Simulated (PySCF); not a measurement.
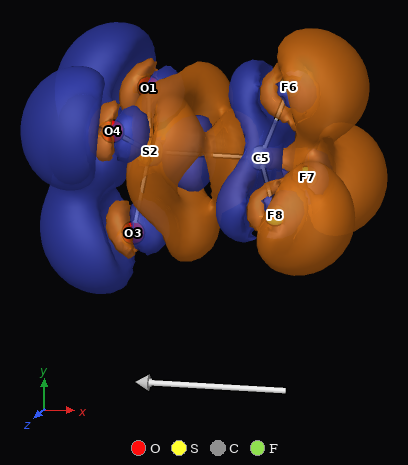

CF₃O₃S, charge −1, SMILES `[O-]S(=O)(=O)C(F)(F)F`. Change of the electron density in a uniform field of 0.10 V/Å along −x (arrow), surfaces at ±0.0004 e/Å³ (orange: gain, blue: loss).

Computed with PySCF, B3LYP/6-311+G**, geometry: GFN2-xTB. No frequency check shows the geometry to be a minimum. For an anion such functionals hold the outermost electrons too loosely, so the response is rough. The basis has diffuse s and p functions alone, which still leaves polarisabilities too small, most of all across bonds. GFN2-xTB bond lengths at metals and heavier atoms can be off by up to 0.1 Å and shapes distorted, which carries into these values.

Q: What dipole is induced, and what polarisability does it imply?

A: The induced dipole is 0.25 D (along the field); α along this axis, from the fields in both directions, is 50 bohr³ (7.4 Å³).

Q: Which atoms gain and lose the most charge?

A: Electrons gather most on F6, F7 and F8 alike (Hirshfeld charge changes by −0.003 e) and leave O1, O3 and O4 alike most (+0.003 e); 0.023 electrons are displaced in all.

Cost of the run: 22 s on 1 thread of AMD EPYC 9R45 96-Core Processor (Zen 5) (shared host), peak memory 0.9 GiB.
